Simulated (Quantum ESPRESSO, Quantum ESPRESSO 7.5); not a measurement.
# Sc(0001): thickness series by an ASE script

Aim: how the work function and the surface energy of Sc(0001) settle with the number of layers.

Program: Quantum ESPRESSO 7.5. Level of theory: plane-wave DFT, PBE, GBRV ultrasoft pseudopotentials. Results are calculated unless marked as measured.

Experimental background.

For Sc (polycrystalline sample, no single face), “Anisotropic work function of elemental crystals” (2019, arxiv:1902.07811) quotes earlier work: work function, loosely compared (polycrystalline sample, no single face) 3.5 eV.

## Step 1: The structure

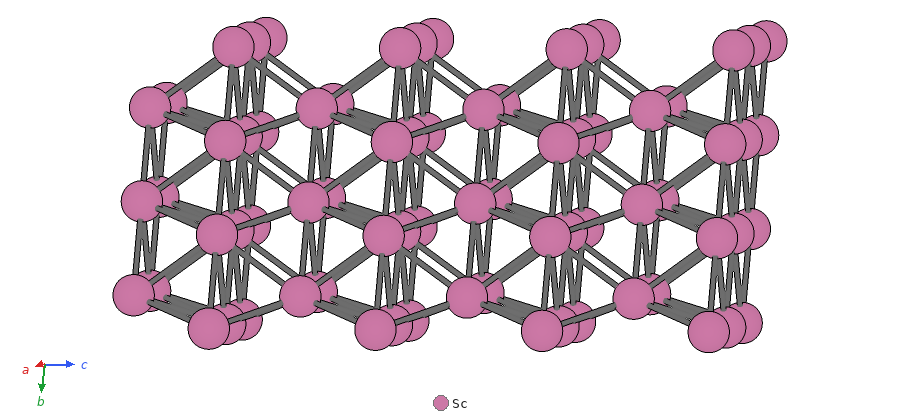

The cell as given, from the side, with the c axis across the page (scandium pink). 2×3×1 cells are drawn. Some periodic images of atoms are drawn too.

The cell holds 8 atoms: 8 Sc. Its edges and angles: a = 3.310 Å, b = 3.310 Å, c = 33.466 Å, α = 90.0°, β = 90.0°, γ = 60.0°. It derives from Sc. Vacuum lies along c.

Structure file:

```xyz
8
Lattice="3.3100 0.0000 0.0000 1.6550 2.8665 0.0000 0.0000 0.0000 33.4665" Properties=species:S:1:pos:R:3
Sc    3.3100    1.9110    7.5000
Sc    0.0000    0.0000   10.1381
Sc    3.3100    1.9110   12.7761
Sc    0.0000    0.0000   15.4142
Sc    3.3100    1.9110   18.0523
Sc    0.0000    0.0000   20.6904
Sc    3.3100    1.9110   23.3284
Sc    0.0000    0.0000   25.9665
```

## Step 2: The script

ASE writes the inputs, starts pw.x and reads the results. Under ESM bc1 the zero of energy of a symmetric slab is the vacuum, so the work function is minus the Fermi level.

Contents of run.py:

```python
import json
import numpy as np
from ase.build import hcp0001
from ase.calculators.espresso import Espresso, EspressoProfile

profile = EspressoProfile(command='mpirun -n 4 pw.x -nk 4', pseudo_dir='../pseudo')
pseudopotentials = {'Sc': 'sc_pbe_v1.uspp.F.UPF'}
system = {'ecutwfc': 40, 'ecutrho': 200, 'occupations': 'smearing', 'smearing': 'mv', 'degauss': 0.02}


def calculator(name, kpts, **extra):
    data = dict(control=dict(tprnfor=True, verbosity='high', disk_io='none'),
                system=system | extra,
                electrons=dict(conv_thr=1e-07, mixing_beta=0.4, mixing_mode='local-TF',
                               electron_maxstep=100))
    return Espresso(profile=profile, directory=name, pseudopotentials=pseudopotentials, kpts=kpts, input_data=data)


def centre(atoms):
    z = atoms.positions[:, 2]
    atoms.positions[:, 2] -= (z.max() + z.min()) / 2  # ESM wants the slab about z = 0
    return atoms


rows = []
for n in [2, 4, 6, 8]:
    slab = centre(hcp0001('Sc', size=(1, 1, n), a=3.31, c=5.27614, vacuum=7.5, periodic=True))
    slab.set_initial_magnetic_moments([0.0] * n)
    slab.calc = calculator(f'n{n}', (12, 12, 1), assume_isolated='esm', esm_bc='bc1')
    energy = slab.get_potential_energy()
    work = -slab.calc.get_fermi_level()
    force = slab.get_forces()[-1, 2]
    rows.append([n, energy, work, force])
    print(f'{n} layers: E = {energy:.5f} eV, work function {work:.3f} eV, force on the top atom {force:+.3f} eV/A')

n, energy = np.array(rows)[:, :2].T
slope, offset = np.polyfit(n[1:], energy[1:], 1)
area = np.linalg.norm(np.cross(*slab.cell[:2]))
gamma = offset / (2 * area) * 16.0218
print(f'bulk energy from the slope {slope:.5f} eV an atom; unrelaxed surface energy {gamma:.3f} J/m^2')
json.dump(dict(rows=rows, slope=slope, gamma=gamma), open('result.json', 'w'))
```

Command:

```
$ OMP_NUM_THREADS=1 python run.py
```

Log:

```text
2 layers: E = -2565.20617 eV, work function 3.568 eV, force on the top atom -0.528 eV/A
4 layers: E = -5131.84153 eV, work function 3.581 eV, force on the top atom -0.256 eV/A
6 layers: E = -7698.52309 eV, work function 3.583 eV, force on the top atom -0.253 eV/A
8 layers: E = -10265.20337 eV, work function 3.581 eV, force on the top atom -0.254 eV/A
bulk energy from the slope -1283.34046 eV an atom; unrelaxed surface energy 1.283 J/m^2
```

The job ended after 8.9 min (4 MPI ranks of Arm Neoverse V2, shared host; peak memory 1.1 GiB; 36 min of CPU time).

The input that ASE wrote for the first run, and its log:

```
&CONTROL
   verbosity        = 'high'
   tprnfor          = .true.
   disk_io          = 'none'
   pseudo_dir       = '../pseudo'
/
&SYSTEM
   ecutwfc          = 40
   ecutrho          = 200
   occupations      = 'smearing'
   degauss          = 0.02
   smearing         = 'mv'
   assume_isolated  = 'esm'
   esm_bc           = 'bc1'
   ntyp             = 1
   nat              = 2
   ibrav            = 0
/
&ELECTRONS
   electron_maxstep = 100
   conv_thr         = 1e-07
   mixing_mode      = 'local-TF'
   mixing_beta      = 0.4
/
&IONS
/
&CELL
/
&FCP
/
&RISM
/
ATOMIC_SPECIES
Sc 44.955908 sc_pbe_v1.uspp.F.UPF

K_POINTS automatic
12 12 1  0 0 0

CELL_PARAMETERS angstrom
3.31000000000000 0.00000000000000 0.00000000000000
1.65500000000000 2.86654408652649 0.00000000000000
0.00000000000000 0.00000000000000 17.63807000000000

ATOMIC_POSITIONS angstrom
Sc 0.0000000000 1.9110293910 -1.3190350000  
Sc 0.0000000000 0.0000000000 1.3190350000
```

```text
Program PWSCF v.7.5 starts
[citation notice left out]

     Parallel version (MPI & OpenMP), running on       4 processor cores
     Number of MPI processes:                 4
     Threads/MPI process:                     1

     MPI processes distributed on     1 nodes
[... 1 line left out ...]

Warning: card &CELL ignored
Warning: card &FCP ignored
Warning: card &RISM ignored

     Current dimensions of program PWSCF are:
     Max number of different atomic species (ntypx) = 10
     Max number of k-points (npk) =  40000
     Max angular momentum in pseudopotentials (lmaxx) =  4
     Message from routine setup:
     using ibrav=0 with symmetry is DISCOURAGED, use correct ibrav instead

     K-points division:     npool     =       4
     Subspace diagonalization in iterative solution of the eigenvalue problem:
     a serial algorithm will be used

     G-vector sticks info
     --------------------
     sticks:   dense  smooth     PW     G-vecs:    dense   smooth      PW
     Sum         547     433    139                53857    38691    6729

     Using Slab Decomposition

     bravais-lattice index     =            0
     lattice parameter (alat)  =       6.2550  a.u.
     unit-cell volume          =    1129.3649 (a.u.)^3
     number of atoms/cell      =            2
     number of atomic types    =            1
     number of electrons       =        22.00
     number of Kohn-Sham states=           15
     kinetic-energy cutoff     =      40.0000  Ry
     charge density cutoff     =     200.0000  Ry
     scf convergence threshold =      1.0E-07
     mixing beta               =       0.4000
     number of iterations used =            8  local-TF  mixing
     Exchange-correlation= SLA  PW   PBE  PBE
                           (   1   4   3   4   0   0   0)

     Effective Screening Medium Method
     =================================
     Boundary Conditions: Vacuum-Slab-Vacuum
     total charge in unit cell        =   0.0000
     grid points for fit at edges     =        4

[... 10 lines left out ...]
     PseudoPot. # 1 for Sc read from file:
     ../pseudo/sc_pbe_v1.uspp.F.UPF
     Pseudo is Ultrasoft + core correction, Zval = 11.0
     Generated by new atomic code, or converted to UPF format
     Using radial grid of  849 points,  6 beta functions with:
                l(1) =   0
                l(2) =   0
                l(3) =   1
                l(4) =   1
                l(5) =   2
                l(6) =   2
     Q(r) pseudized with  6 coefficients,  rinner =    1.200   1.200   1.200
                                                       1.200   1.200

     atomic species   valence    mass     pseudopotential
     Sc               11.00    44.95591     Sc( 1.00)

     12 Sym. Ops., with inversion, found ( 6 have fractional translation)

                                    s                        frac. trans.

      isym =  1     identity

[... 476 lines left out ...]

[... 1 line left out ...]

     total energy              =    -188.53919248 Ry
     estimated scf accuracy    <       0.00000010 Ry

     iteration # 20     ecut=    40.00 Ry     beta= 0.40
[... 1 line left out ...]

---- Real-time Memory Report at c_bands before calling an iterative solver
           132 MiB given to the printing process from OS
            69 MiB allocation reported by mallinfo(arena+hblkhd)
[... 1 line left out ...]
------------------
[... 1 line left out ...]

     negative rho (up, down):  5.269E-04 0.000E+00

[... 1 line left out ...]

     End of self-consistent calculation

          k = 0.0000 0.0000 0.0000 (  4879 PWs)   bands (ev):

   -53.4406 -53.4116 -32.2148 -32.0282 -31.8828 -31.8828 -31.8558 -31.8558
    -7.9979  -6.3964  -3.5607  -3.5094  -2.6273  -2.2179  -2.2178

     occupation numbers
     1.0000   1.0000   1.0000   1.0000   1.0000   1.0000   1.0000   1.0000
     1.0000   1.0000   0.3810   0.2653   0.0000   0.0000   0.0000

[... 108 lines left out ...]

     the Fermi energy is    -3.5685 ev

!    total energy              =    -188.53919232 Ry
     estimated scf accuracy    <       0.00000007 Ry
     smearing contrib. (-TS)   =      -0.00328807 Ry
     internal energy E=F+TS    =    -188.53590425 Ry

     The total energy is F=E-TS. E is the sum of the following terms:
     one-electron contribution =     464.07600705 Ry
     hartree contribution      =    -239.03461856 Ry
     xc contribution           =     -26.49609583 Ry
     ewald contribution        =    -387.08119692 Ry

     convergence has been achieved in  20 iterations

     negative rho (up, down):  5.269E-04 0.000E+00

     Forces acting on atoms (cartesian axes, Ry/au):

     atom    1 type  1   force =     0.00000000    0.00000000    0.02052101
     atom    2 type  1   force =     0.00000000    0.00000000   -0.02052101
     The non-local contrib.  to forces
     atom    1 type  1   force =    -0.00000000   -0.00000000   -0.10094449
     atom    2 type  1   force =     0.00000000   -0.00000000    0.10094449
     The ionic contribution  to forces
     atom    1 type  1   force =     0.00000000    0.00000000  -44.47153865
     atom    2 type  1   force =    -0.00000000   -0.00000000   44.47153865
     The local contribution  to forces
     atom    1 type  1   force =     0.00000000    0.00000000   44.59870474
     atom    2 type  1   force =     0.00000000   -0.00000000  -44.59873024
     The core correction contribution to forces
     atom    1 type  1   force =    -0.00000000   -0.00000000   -0.00670199
     atom    2 type  1   force =    -0.00000000    0.00000000    0.00670199
     The Hubbard contrib.    to forces
     atom    1 type  1   force =     0.00000000    0.00000000    0.00000000
     atom    2 type  1   force =     0.00000000    0.00000000    0.00000000
     The SCF correction term to forces
     atom    1 type  1   force =     0.00000000    0.00000000    0.00098869
     atom    2 type  1   force =     0.00000000   -0.00000000   -0.00098861

     Total force =     0.029021     Total SCF correction =     0.001398
     Message from routine punch:
     Nothing written, as per user request (disk_io='none')

[... 1 line left out ...]

[... 1 line left out ...]

[... 1 line left out ...]

[... 3 lines left out ...]

[... 1 line left out ...]

[... 2 lines left out ...]

[... 1 line left out ...]

[... 1 line left out ...]

=------------------------------------------------------------------------------=
   JOB DONE.
=------------------------------------------------------------------------------=
```

Read from the output:

```
surface energy                     : 1.283 J/m²
work function of the thickest slab : 3.581 eV
```

The work function by layers:

| layers | work function (eV) |
| --- | --- |
| 2.00 | 3.57 |
| 4.00 | 3.58 |
| 6.00 | 3.58 |
| 8.00 | 3.58 |

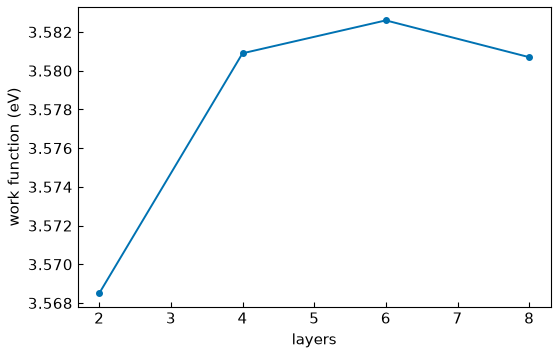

Work function against layers.

Force on the top atom along the normal against layers:

| layers | force on the top atom along the normal (eV/Å) |
| --- | --- |
| 2.00 | -0.528 |
| 4.00 | -0.256 |
| 6.00 | -0.253 |
| 8.00 | -0.254 |

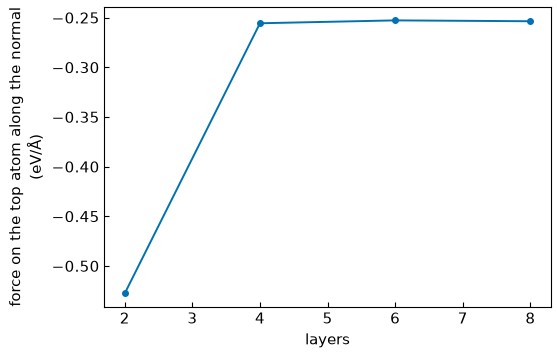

Force on the top atom along the normal against layers.

The energy less the bulk line's slope by layers:

| layers | energy less the bulk line's slope (meV) |
| --- | --- |
| 2.00 | 1475 |
| 4.00 | 1520 |
| 6.00 | 1520 |
| 8.00 | 1520 |

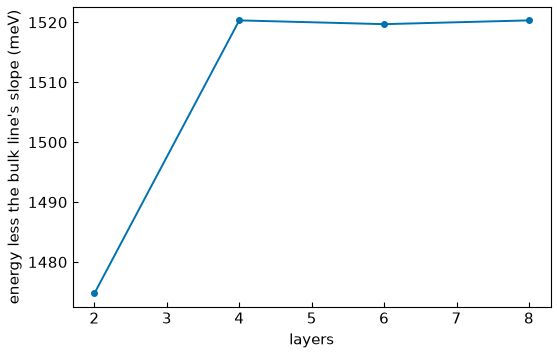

Energy less the bulk line's slope against layers.

## Step 3: Running the series: PBE, SSSP efficiency

Level of this step: plane-wave DFT, PBE, SSSP efficiency pseudopotentials (Quantum ESPRESSO 7.5).

run.py is the input of step 2 with these lines changed:

```diff
@@ -6,4 +6,4 @@
 profile = EspressoProfile(command='mpirun -n 4 pw.x -nk 4', pseudo_dir='../pseudo')
-pseudopotentials = {'Sc': 'sc_pbe_v1.uspp.F.UPF'}
-system = {'ecutwfc': 40, 'ecutrho': 200, 'occupations': 'smearing', 'smearing': 'mv', 'degauss': 0.02}
+pseudopotentials = {'Sc': 'Sc_ONCV_PBE-1.0.oncvpsp.upf'}
+system = {'ecutwfc': 45, 'ecutrho': 360, 'occupations': 'smearing', 'smearing': 'mv', 'degauss': 0.02}
```

Command:

```
$ OMP_NUM_THREADS=1 python run.py
```

Log:

```text
2 layers: E = -2498.29657 eV, work function 3.564 eV, force on the top atom -0.535 eV/A
4 layers: E = -4998.01814 eV, work function 3.576 eV, force on the top atom -0.257 eV/A
6 layers: E = -7497.78666 eV, work function 3.577 eV, force on the top atom -0.255 eV/A
8 layers: E = -9997.55393 eV, work function 3.575 eV, force on the top atom -0.254 eV/A
bulk energy from the slope -1249.88395 eV an atom; unrelaxed surface energy 1.281 J/m^2
```

Run time: 11 min. Hardware: 4 MPI ranks; peak memory 1.3 GiB.

This step gave:

```
surface energy                     : 1.281 J/m²
work function of the thickest slab : 3.575 eV
```

The work function by layers:

| layers | work function (eV) |
| --- | --- |
| 2.00 | 3.56 |
| 4.00 | 3.58 |
| 6.00 | 3.58 |
| 8.00 | 3.58 |

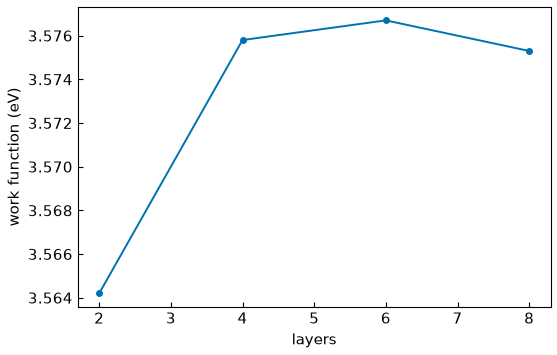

Work function, plotted against layers.

Table of force on the top atom along the normal by layers:

| layers | force on the top atom along the normal (eV/Å) |
| --- | --- |
| 2.00 | -0.535 |
| 4.00 | -0.257 |
| 6.00 | -0.255 |
| 8.00 | -0.254 |

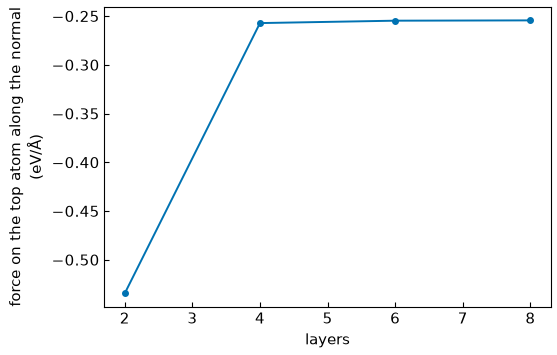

Force on the top atom along the normal, plotted against layers.

Energy less the bulk line's slope against layers:

| layers | energy less the bulk line's slope (meV) |
| --- | --- |
| 2.00 | 1471 |
| 4.00 | 1518 |
| 6.00 | 1517 |
| 8.00 | 1518 |

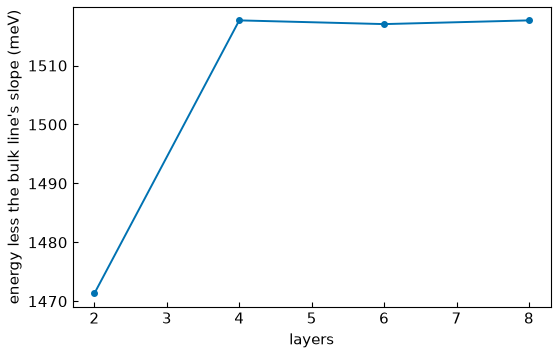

Energy less the bulk line's slope against layers.

## Step 4: By hand

γ = (E_N − N e_bulk)/(2A). The excess of the thickest slab is 1.520 eV and A = 9.488 Å²: 1.520/(2 × 9.488) × 16.02 = 1.28 J/m² (1 eV/Å² = 16.02 J/m²); the fit's intercept gives 1.28.

## Step 5: Outcome

| Item | Value |
| --- | --- |
| work function of the thickest slab, PBE, GBRV ultrasoft | 3.58 eV |
| unrelaxed surface energy, PBE, GBRV ultrasoft | 1.28 J/m² |
| work function of the thickest slab, PBE, SSSP efficiency | 3.58 eV |
| unrelaxed surface energy, PBE, SSSP efficiency | 1.28 J/m² |

In words: The thickest slab gives a work function of 3.58 eV and the series an unrelaxed surface energy of 1.28 J/m² (PBE, GBRV ultrasoft). The work function swings by 0.01 eV over 2 to 8 layers and by 0.00 eV over the last step; confined states crossing the Fermi level and the finite mesh both contribute. From 2 layers on it stays within 0.1 eV. The force on the top atom of the thickest slab points inwards (0.25 eV/Å). The slabs are cut from the bulk at the tabulated lattice constant and not relaxed; the surface energy comes from a straight line through the energies of all but the thinnest slab.

Comparison with the measured values:

| quantity | measured | PBE, GBRV | PBE, SSSP efficiency |
| --- | --- | --- | --- |
| work function, loosely compared (polycrystalline sample, no single face) (eV) | 3.5 | 3.58 (+0.08 eV) | 3.58 (+0.08 eV) |

Measured values from arxiv:1902.07811 (2019).

**Verdict.** A polycrystal averages over faces, so this is a loose comparison.

[Logs are printed without paths, hosts, clocks, repeated set-up lines and the standing remarks that a program may print on its own settings, such as how far it seeks lower states.]

[Hosts, paths, dates, database ids (printed as entryN), source tags and the programs' standing remarks are cut or masked in the printed files.]

[Maps of the electrostatic potential energy from Ansatz leave out the sawtooth potential of an applied field or a dipole correction, so their vacuum need not be flat; planar profiles and work functions include it.]
